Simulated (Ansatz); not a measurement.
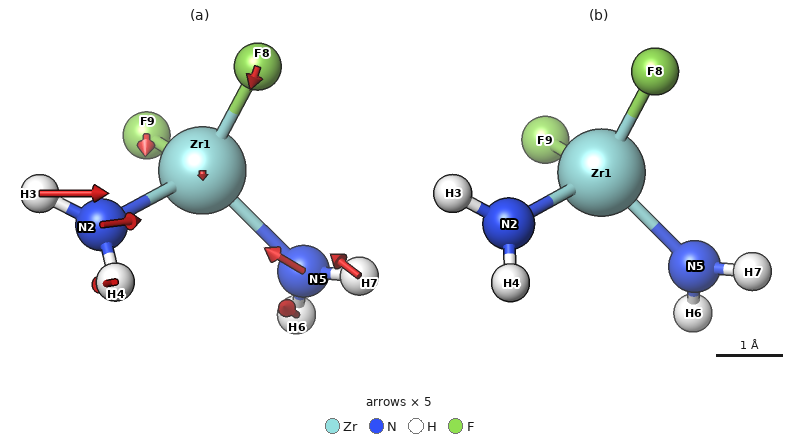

The structure of ZrN2H4F2 before (left) and after (right) a relaxation, at one scale. The red arrows give the displacements, magnified 5 times.

Style: ball-and-stick. Shown at a tilt.

The run prepares the start of a later molecular dynamics calculation, from a guessed geometry.

The calculation used RHF/def2-SVP in Ansatz.

Input
```yaml
crystal:
  periodic: [false, false, false]
  atoms:
    - { symbol: Zr, position_ang: [0.0, 0.0, 0.0] }
    - { symbol: "N", position_ang: [0.0, 0.0, 2.21] }
    - { symbol: H, position_ang: [-0.877, -0.2713, 2.74] }
    - { symbol: H, position_ang: [0.877, 0.2713, 2.74] }
    - { symbol: "N", position_ang: [2.084, 0.0, -0.7359] }
    - { symbol: H, position_ang: [2.5823, -0.918, -0.9166] }
    - { symbol: H, position_ang: [2.5853, 0.918, -0.9082] }
    - { symbol: F, position_ang: [-0.9326, 1.6157, -0.6593] }
    - { symbol: F, position_ang: [-0.9326, -1.6157, -0.6593] }
basis:
  gaussian: { orbitals: def2-SVP }
hamiltonian:
  xc: hf
relax:
  f_tol: 0.02
  max_steps: 40
```

Command:
```bash
ansatz run input.yaml --threads 1 --pin off --max-ram 2048MiB --backend cpu --events-out ev --progress --plain --runs-dir out
```

### Describe what moved and what it gained.

The largest moves after the best rigid fit, 0.23 Å, are those of H3 and H4. Largest moves by element: H 0.23 Å, N 0.16 Å, F 0.09 Å, Zr 0.03 Å. Some distances before and after: Zr1–N2 2.210 → 2.041 Å, N2–H3 1.060 → 1.007 Å, Zr1–F8 1.979 → 1.925 Å. Bond angles that change, for instance: H6–N5–H7 120.0° → 108.0°, Zr1–N2–H4 120.0° → 126.7°, Zr1–N5–H6 120.0° → 125.9°. After 5 accepted moves (6 points after the start) the energy has fallen by 110.7 kJ/mol. Largest force component: 2.5 eV/Å at the start, 0.0094 eV/Å at the end. The line search rejected the trial step at point 4 of the run. The run took 28 s on 1 thread of Arm Neoverse V1, with other jobs on the host, peak memory 0.21 GiB.

Limits of the set-up: Hartree-Fock leaves out electron correlation.
